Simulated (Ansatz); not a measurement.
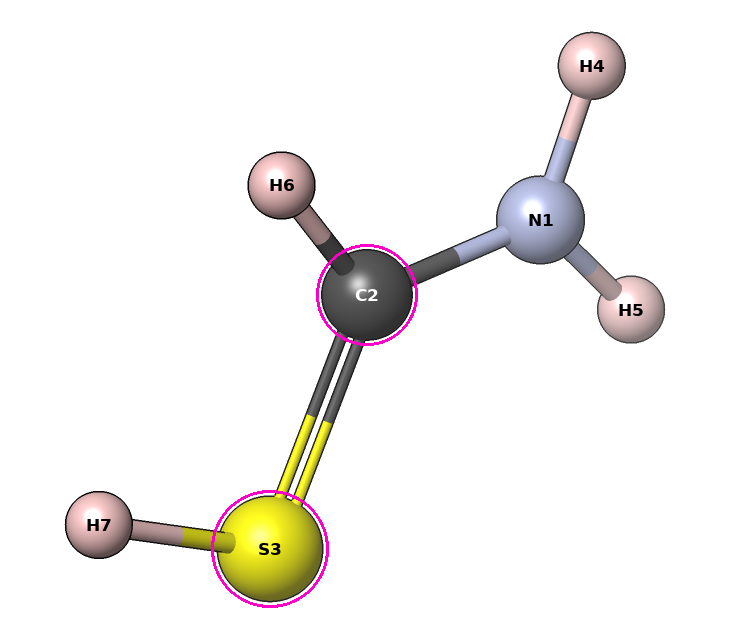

Atoms fade into the background with distance from the viewer. Circles mark the stereogenic atoms. State: charge +1, singlet. Computed geometry: PBE0-D4/def2-TZVP optimisation. No frequency run is at hand to confirm it as a minimum.

> Assign CIP descriptors.

C2=S3: E.
